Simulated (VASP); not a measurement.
**SrMn2As2: structure and properties in VASP**

What structure and properties does r2SCAN give SrMn2As2, and how near are they to the measured ones? The steps: relaxing cell and atoms (r2SCAN), second relaxation, single point with fields (r2SCAN), band structure (r2SCAN), total and projected DOS (r2SCAN) and zone-centre phonons (r2SCAN). Left out of this account: 4 further runs (self-consistent run: a volume scan without its fit). The start is a computed cell from the Materials Project.

Method: r2SCAN, spin-polarised from a ferromagnetic start; plane waves and PAW (Sr_sv, Mn_pv, As), in VASP 6.6.1.

Experimental background.

For SrMn2As2, trigonal, corrugated honeycomb Mn layers (Sn-flux-grown single crystal, 5 K), “Collinear antiferromagnetism in trigonal SrMn2As2 revealed by single-crystal neutron diffraction” (2016, arxiv:1605.02004) gives, by single-crystal neutron diffraction: lattice constant a (a = b) 4.29 ± 0.01 Å [from a triple-axis spectrometer, limited precision (0.01 Å)]; lattice constant c 7.24 ± 0.01 Å [from a triple-axis spectrometer, limited precision (0.01 Å)]; moment of Mn (ordered moment per Mn, in the ab plane) 3.6 ± 0.2 μB [depends on averaging over magnetic domains with moments taken along high-symmetry …].

This is a report of a sequence of runs, with most program output left out.

**1. The structure**

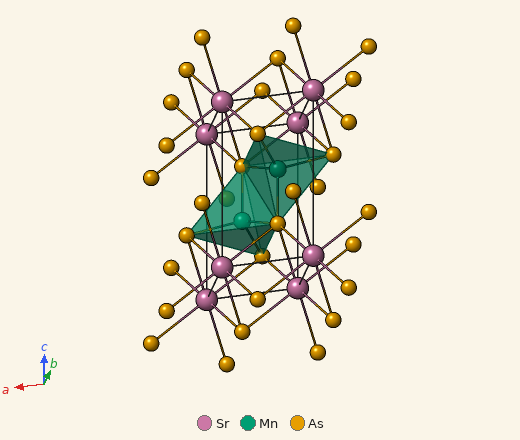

The starting structure, seen from a free direction (strontium pink, manganese teal, arsenic orange). Some periodic images of atoms are drawn too.

Coordinates:

```
Sr Mn As
1.0
     4.07631    0.00000    0.00000
    -2.03815    3.53019    0.00000
     0.00000    0.00000    7.35147
Sr Mn As
1 2 2
Direct
  0.00000 0.00000 0.00000
  0.66667 0.33333 0.38768
  0.33333 0.66667 0.61232
  0.66667 0.33333 0.71796
  0.33333 0.66667 0.28204
```

**2. Relaxing cell and atoms (r2SCAN)**

The start need not lie at this functional's minimum. ISIF = 3 frees volume, shape and positions, and EDIFFG sets the threshold on forces and stress at which the search stops. r2SCAN adds the kinetic-energy density, costs more than a GGA and is run with LASPH.

Contents of INCAR:

```
SYSTEM = SrMn2As2
PREC = Accurate
ENCUT = 400
EDIFF = 1E-06
NELM = 100
ISMEAR = 1
SIGMA = 0.2
LREAL = .FALSE.
ALGO = Normal
METAGGA = R2SCAN
LASPH = .TRUE.
NBANDS = 31
ISPIN = 2
MAGMOM = 0 4 4 0 0
LMAXMIX = 4
LORBIT = 11
LWAVE = .FALSE.
LCHARG = .FALSE.
KPAR = 4
IBRION = 2
NSW = 60
ISIF = 3
EDIFFG = -0.01
```

Contents of POSCAR:

```
SrMn2As2
1.0
    4.0763099881      0.0000000000      0.0000000000
   -2.0381549941      3.5301880034      0.0000000000
    0.0000000000      0.0000000000      7.3514670000
Sr Mn As
1 2 2
Direct
    0.0000000000      0.0000000000      0.0000000000
    0.6666666700      0.3333333300      0.3876830000
    0.3333333300      0.6666666700      0.6123170000
    0.6666666700      0.3333333300      0.7179570000
    0.3333333300      0.6666666700      0.2820430000
```

Contents of KPOINTS:

```
Automatic mesh
0
Gamma
8 8 4
0 0 0
```

Potentials, in the order of the species: Sr_sv, Mn_pv and As (PBE family, release 64).

Run with:

```
> mpirun -np 4 vasp_std
```

The job ended after 44 min (4 MPI ranks of AMD EPYC 7R43, shared host; peak memory 1.2 GiB).

The magnetic state follows from one typed start and may not be the lowest. Experiment finds antiferromagnetic order in this phase (below 118 K, arxiv:1605.02004), so this ferromagnetic run describes another state. The k-mesh is coarse for a metal. The PAW data sets were made with PBE, which is usual practice but a small mismatch for other functionals. After so large a change of volume the plane waves of the start cell no longer fit, so the final stress carries a basis-set error. The run keeps the 12 symmetry operations of its start, so it cannot find a distortion of lower symmetry.

Relaxation path:

```
step  energy less that of the first step (eV)  largest force (eV/Å)  pressure (GPa)  volume (Å³)
   1                                   0.0000                1.3865            8.75       105.79
   2                                  -0.4815                0.2030           -1.50       124.49
   3                                  -0.4935                0.2860           -0.31       121.63
   4                                  -0.5550                0.2544           -0.48       122.01
   5                                  -0.5814                0.2777           -0.63       122.35
   6                                  -0.5819                0.2829           -0.64       122.39
   7                                  -0.5966                0.1277            0.06       120.40
   8                                  -0.5978                0.1001            0.26       119.80
   9                                  -0.5979                0.0920            0.33       119.61
  10                                  -0.5992                0.0472           -0.10       120.42
  11                                  -0.5993                0.0399           -0.04       120.30
  12                                  -0.5993                0.0417           -0.06       120.35
  13                                  -0.5997                0.0286           -0.03       120.28
  14                                  -0.5999                0.0193            0.00       120.23
  15                                  -0.6001                0.0017            0.07       120.14
  16                                  -0.6001                0.0034            0.07       120.15
  17                                  -0.6001                0.0114            0.03       120.19
  18                                  -0.6001                0.0050            0.05       120.16
  19                                  -0.6001                0.0043            0.05       120.16
  20                                  -0.6001                0.0005           -0.04       120.39
```

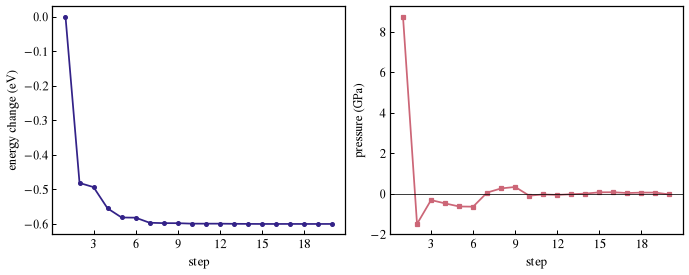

Energy and pressure along the relaxation.

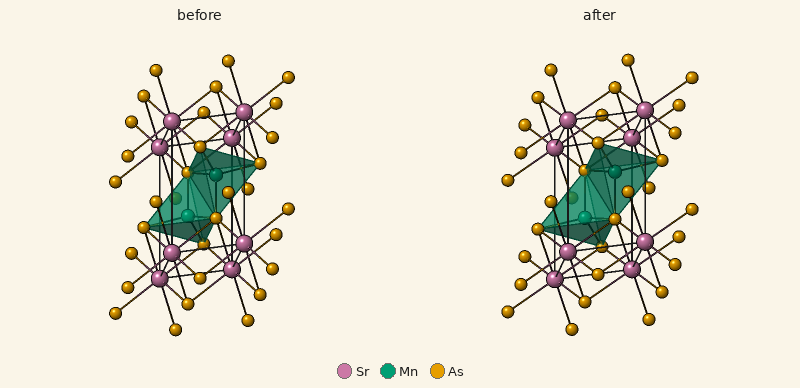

The structure before and after the relaxation, drawn at the same scale.

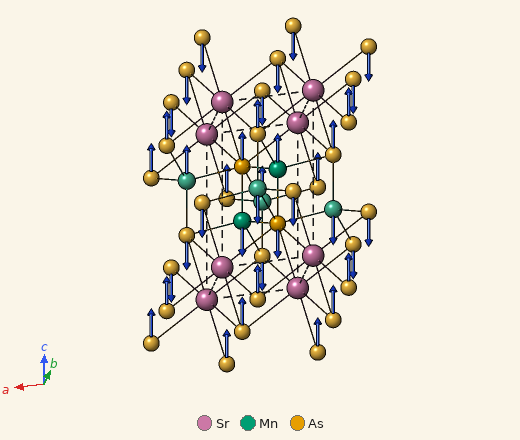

Displacements in the relaxation, exaggerated, measured against the changing cell; the longest in the cell stands for 0.11 Å. Some periodic images of atoms are drawn too.

```
conventional cell, symmetrised  before  after   change
                         a (Å)   4.076  4.346   +6.6 %
                         b (Å)   4.076  4.346   +6.6 %
                         c (Å)   7.351  7.360   +0.1 %
              volume (Å³/atom)   21.16  24.08  +13.8 %
```

The atoms that moved most (Å, as changes of fractional coordinates times the final cell):

```
atom     dx     dy      dz  length
 Mn2  0.000  0.000  -0.112   0.112
 Mn3  0.000  0.000   0.112   0.112
 As4  0.000  0.000   0.111   0.111
 As5  0.000  0.000  -0.111   0.111
```

The relaxed structure:

```xyz
5
Lattice="4.3459 0.0000 0.0000 -2.1730 3.7637 0.0000 0.0000 0.0000 7.3604" Properties=species:S:1:pos:R:3 pbc="T T T"
Sr    0.0000    0.0000    0.0000
Mn    2.1730    1.2546    2.7413
Mn    0.0000    2.5091    4.6191
As    2.1730    1.2546    5.3951
As    0.0000    2.5091    1.9652
```

Numbers from this step:

- electrons: 46
- bands: 31
- irreducible k-points: 35
- symmetry operations: 12
- free energy (TOTEN): -78.1805 eV
- energy at zero smearing: -78.1804 eV
- Fermi energy: 4.478 eV
- pressure: -0.03748 GPa
- moment of the cell, from the last line of the log: 9.853 μB
- metallic: yes
- SCF cycles over all ionic steps: 212

Spin moment in the PAW sphere by atom:

```
atom  spin moment in the PAW sphere (μB)
 Sr1                                0.05
 Mn2                                4.38
 Mn3                                4.38
 As4                                0.02
 As5                                0.02
```

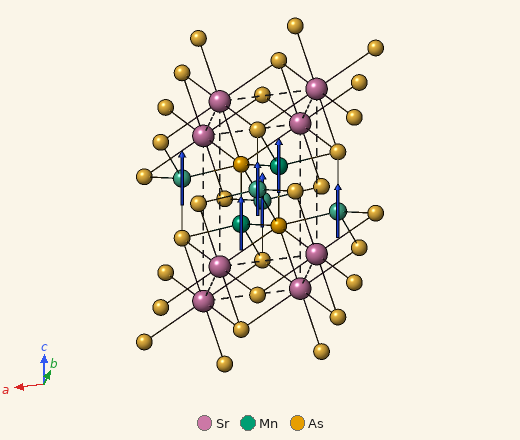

Spin moment in the PAW sphere as arrows, the longest 4.38 μB. Up and down stand for the sign. Arrows give size and sign along the axis of quantisation, drawn up and down the page. Some periodic images of atoms are drawn too.

It ends with a largest force of 0.001 eV/Å and a pressure of -0.04 GPa.

**3. Second relaxation**

The basis stayed that of the start cell while the cell moved. A rerun from the cell reached resets it; the error of the finite cutoff stays. The mesh changes with the cell too.

INCAR is that of step 2.

Contents of POSCAR:

```
SrMn2As2
1.0
    4.3459238143      0.0000000000      0.0000000000
   -2.1729619072      3.7636804261      0.0000000000
    0.0000000000      0.0000000000      7.3603899605
Sr Mn As
1 2 2
Direct
    0.0000000000      0.0000000000      0.0000000000
    0.6666666700      0.3333333300      0.3724438206
    0.3333333300      0.6666666700      0.6275561794
    0.6666666700      0.3333333300      0.7329967095
    0.3333333300      0.6666666700      0.2670032905
```

Contents of KPOINTS:

```
Automatic mesh
0
Gamma
7 7 4
0 0 0
```

Run with:

```
> mpirun -np 4 vasp_std
```

The job ended after 4.9 min (4 MPI ranks; peak memory 1.1 GiB).

Little changed from the start: no atom moved by 0.005 Å and no cell edge by 0.1 %.

This step gave:

| Property | Result |
| --- | --- |
| irreducible k-points | 28 |
| free energy (TOTEN) | -78.2089 eV |
| energy at zero smearing | -78.2090 eV |
| Fermi energy | 4.489 eV |
| pressure | 0.01600 GPa |
| SCF cycles over all ionic steps | 29 |

It ends with a largest force of 0.003 eV/Å and a pressure of 0.02 GPa.

**4. Single point with fields (r2SCAN)**

A single point on the relaxed cell gives a clean self-consistent state, with density, ELF and potential written out.

INCAR, as its differences from that of step 3:

```diff
@@ -17,7 +17,5 @@
 LWAVE = .FALSE.
-LCHARG = .FALSE.
-KPAR = 4
-IBRION = 2
-NSW = 60
-ISIF = 3
-EDIFFG = -0.01
+LCHARG = .TRUE.
+ISIF = 2
+LELF = .TRUE.
+LVHAR = .TRUE.
```

Contents of POSCAR:

```
SrMn2As2
1.0
    4.3423698347      0.0000000000      0.0000000000
   -2.1711849174      3.7606025895      0.0000000000
    0.0000000000      0.0000000000      7.3576769083
Sr Mn As
1 2 2
Direct
    0.0000000000      0.0000000000      0.0000000000
    0.6666666700      0.3333333300      0.3724332354
    0.3333333300      0.6666666700      0.6275667646
    0.6666666700      0.3333333300      0.7329995248
    0.3333333300      0.6666666700      0.2670004752
```

KPOINTS is that of step 3.

Run with:

```
> mpirun -np 4 vasp_std
```

Elapsed: 3.8 min, on 4 MPI ranks; peak memory 0.61 GiB.

With spin, VASP writes an ELF for each channel.

Numbers from this step:

```
SCF cycles              : 20
bands                   : 32
free energy (TOTEN)     : -78.2083 eV
energy at zero smearing : -78.2084 eV
pressure                : 0.01588 GPa
```

Valence electrons inside each PAW sphere by angular momentum. Sphere charges, by row:

```
atom  s (e)  p (e)  d (e)  tot (e)
 Sr1   2.01  5.861  0.207    8.078
 Mn2  0.288  6.209  4.854    11.35
 Mn3  0.288  6.209  4.854    11.35
 As4  1.193  1.682  0.019    2.894
 As5  1.193  1.682  0.019    2.894
```

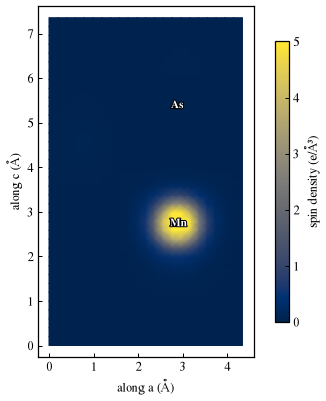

Spin density in the ac plane at fractional y = 0.333, with atoms of Mn and As within 0.2 Å of it.

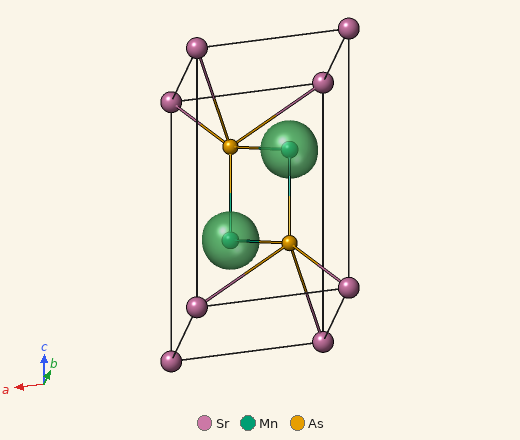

Surface of spin density = 0.46 e/Å³, which holds about 70 % of the integral of its size. Bonds to atoms that aren't drawn are left out.

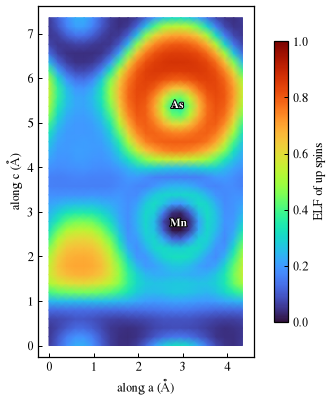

ELF of up spins in the ac plane at fractional y = 0.333, with atoms of Mn and As within 0.2 Å of it. It is the smooth field of the valence electrons, not physical close to the nuclei.

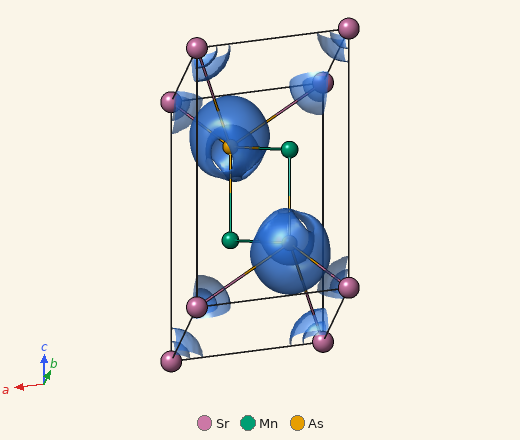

Surface of ELF of up spins = 0.79. Bonds to atoms that aren't drawn are left out.

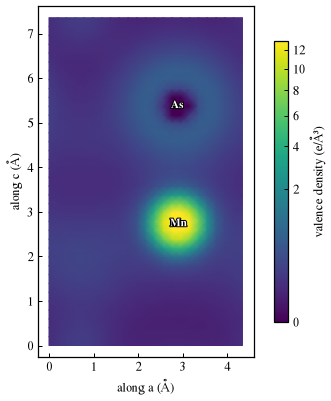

Valence density in the ac plane at fractional y = 0.333, with atoms of Mn and As within 0.2 Å of it. It is the smooth field of the valence electrons, not physical close to the nuclei. The colour scale is stretched toward low values.

In this run the pressure is 0.02 GPa, small enough to go on.

**5. Band structure (r2SCAN)**

The mesh alone shows little of the dispersion and can miss band extrema, so KPOINTS_OPT adds a path through the symmetry points after the self-consistent cycle.

Contents of INCAR:

```
SYSTEM = SrMn2As2
PREC = Accurate
ENCUT = 400
EDIFF = 1E-06
NELM = 100
ISMEAR = 1
SIGMA = 0.2
LREAL = .FALSE.
ALGO = Normal
METAGGA = R2SCAN
LASPH = .TRUE.
NBANDS = 40
ISPIN = 2
MAGMOM = 0.05 4.378 4.378 0.024 0.024
LMAXMIX = 4
LORBIT = 11
LWAVE = .FALSE.
LCHARG = .FALSE.
KPAR = 4
```

POSCAR is that of step 4.

KPOINTS is that of step 4.

Contents of KPOINTS_OPT:

```
Line mode
16
Line-mode
Reciprocal
  0.00000000   0.00000000   0.00000000 GAMMA
  0.50000000   0.00000000   0.00000000 M

  0.50000000   0.00000000   0.00000000 M
  0.33333333   0.33333333   0.00000000 K

  0.33333333   0.33333333   0.00000000 K
  0.00000000   0.00000000   0.00000000 GAMMA

  0.00000000   0.00000000   0.00000000 GAMMA
  0.00000000   0.00000000   0.50000000 A

  0.00000000   0.00000000   0.50000000 A
  0.50000000   0.00000000   0.50000000 L

  0.50000000   0.00000000   0.50000000 L
  0.33333333   0.33333333   0.50000000 H

  0.33333333   0.33333333   0.50000000 H
  0.00000000   0.00000000   0.50000000 A

  0.50000000   0.00000000   0.50000000 L
  0.50000000   0.00000000   0.00000000 M

  0.33333333   0.33333333   0.00000000 K
  0.33333333   0.33333333   0.50000000 H
```

Run with:

```
> mpirun -np 4 vasp_std
```

It took 10 min on 4 MPI ranks; peak memory 1.5 GiB.

Spin-orbit coupling is off here; it would split degenerate levels.

Numbers from this step:

```
SCF cycles : 19
bands      : 40
pressure   : 0.01473 GPa
```

Spin up. Electronic bands along the path, in eV, zero at the Fermi level; # counts the bands kept:

```
    point    #13    #14    #15    #16   #17   #18   #19   #20
        Γ  -0.84   0.21   0.41   0.41  0.91  1.60  2.31  3.09
        M  -2.66  -2.21  -1.96  -0.96  1.49  3.07  3.59  4.83
        K  -3.49  -2.07  -2.07  -1.39  3.30  3.71  3.71  3.90
        Γ  -0.84   0.21   0.41   0.41  0.91  1.60  2.31  3.09
        A  -0.36  -0.36  -0.33  -0.33  1.49  1.93  3.12  3.12
        L  -2.57  -2.43  -0.78  -0.64  1.40  2.15  2.70  3.61
        H  -3.58  -1.85  -1.63  -1.63  2.51  2.51  4.28  4.75
        A  -0.36  -0.36  -0.33  -0.33  1.49  1.93  3.12  3.12
jump to L  -2.57  -2.43  -0.78  -0.64  1.40  2.15  2.70  3.61
        M  -2.66  -2.21  -1.96  -0.96  1.49  3.07  3.59  4.83
jump to K  -3.49  -2.07  -2.07  -1.39  3.30  3.71  3.71  3.90
        H  -3.58  -1.85  -1.63  -1.63  2.51  2.51  4.28  4.75
```

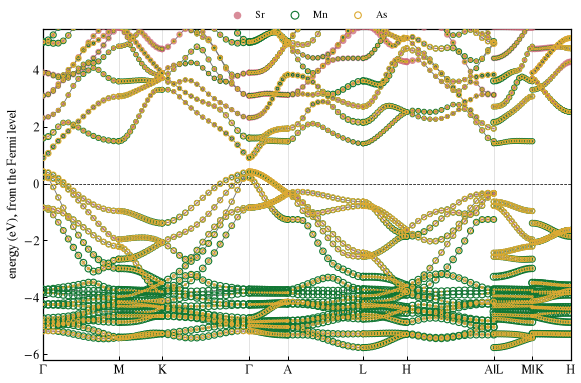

Electronic bands along the path; dots are coloured as in the legend, and their area grows with the weight.

Spin down. The electronic bands at the labelled points (eV, zero at the Fermi level; # counts the bands kept):

```
    point     #3     #4     #5     #6     #7    #8    #9   #10
        Γ  -2.53  -2.27  -2.27  -2.15   0.58  0.58  1.19  1.75
        M  -2.87  -2.82  -2.49  -2.43  -0.17  0.61  0.78  1.14
        K  -3.91  -2.87  -2.62  -2.62   0.06  0.55  0.89  0.89
        Γ  -2.53  -2.27  -2.27  -2.15   0.58  0.58  1.19  1.75
        A  -2.56  -2.56  -2.24  -2.24   0.82  0.82  1.40  1.40
        L  -2.75  -2.64  -2.43  -2.25   0.32  0.45  0.54  0.93
        H  -3.45  -3.44  -2.49  -2.49   0.17  0.64  0.70  0.70
        A  -2.56  -2.56  -2.24  -2.24   0.82  0.82  1.40  1.40
jump to L  -2.75  -2.64  -2.43  -2.25   0.32  0.45  0.54  0.93
        M  -2.87  -2.82  -2.49  -2.43  -0.17  0.61  0.78  1.14
jump to K  -3.91  -2.87  -2.62  -2.62   0.06  0.55  0.89  0.89
        H  -3.45  -3.44  -2.49  -2.49   0.17  0.64  0.70  0.70
```

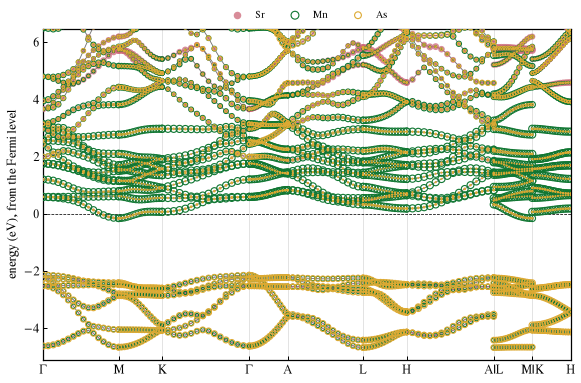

Electronic bands along the path; dots are coloured as in the legend, and their area grows with the weight.

There is no gap at this level.

**6. Total and projected DOS (r2SCAN)**

A density of states needs more k-points than a total energy; ISMEAR = -5 takes tetrahedra, and LORBIT projects the states on the PAW spheres. The mesh is finer than in the run before.

INCAR, as its differences from that of step 5:

```diff
@@ -5,3 +5,3 @@
 NELM = 100
-ISMEAR = 1
+ISMEAR = -5
 SIGMA = 0.2
@@ -19 +19,2 @@
 KPAR = 4
+NEDOS = 2001
```

POSCAR is that of step 5.

Contents of KPOINTS:

```
Automatic mesh
0
Gamma
11 11 6
0 0 0
```

Run with:

```
> mpirun -np 4 vasp_std
```

Elapsed: 9.2 min, on 4 MPI ranks; peak memory 2 GiB.

With tetrahedra the forces and stress of a metal are not exact derivatives of the energy.

This step gave:

```yaml
scf_cycles: 18
irreducible_k_points: 84
free_energy_toten: -78.2096 eV
fermi_energy: 4.496 eV
pressure: 0.1729 GPa
moment_of_the_cell_from_the_last_line_of_the_log: 9.910 μB
dos_at_the_fermi_level: 0.8841 states/eV/cell
```

[end of part 1 of 2]

[Lines on the potential files, build, host, timing and source positions are cut from VASP's logs without a mark.]

[Logs are printed without paths, hosts, clocks, repeated set-up lines and the standing remarks that a program may print on its own settings, such as how far it seeks lower states.]

[Hosts, paths, dates, database ids (printed as entryN), source tags and the programs' standing remarks are cut or masked in the printed files.]

[Measured values are set beside computed ones only where the two were judged alike; some that the calculation misses by far are left out.]
